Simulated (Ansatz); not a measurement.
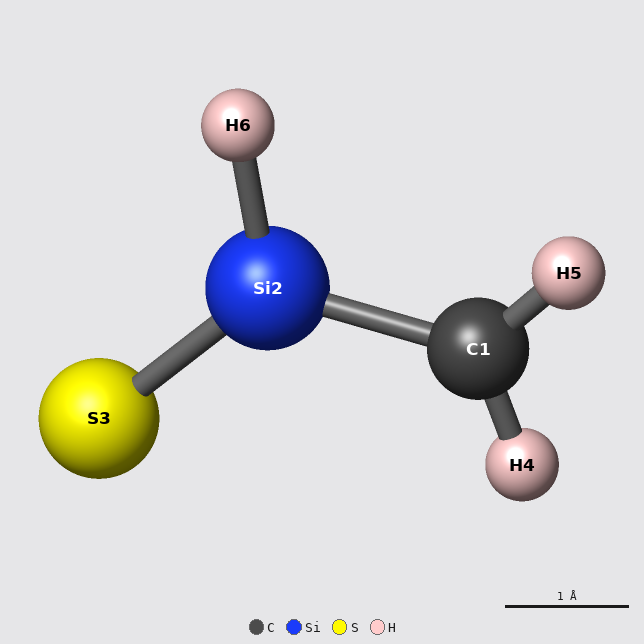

Numbered structure. The species is neutral and a spin doublet. The geometry was computed by an optimisation with PBE0-D4/def2-TZVP. No frequency run is at hand to confirm it as a minimum.

Question: Describe the coordination of atom 2.

Answer: Si2 has 3 neighbours (C1 at 1.80, S3 at 1.96, H6 at 1.48 Å); the arrangement is trigonal planar.

Question: Describe the coordination of atom 1.

Answer: C1 has 3 neighbours (Si2 at 1.80, H4 at 1.08, H5 at 1.09 Å); the arrangement is trigonal planar.
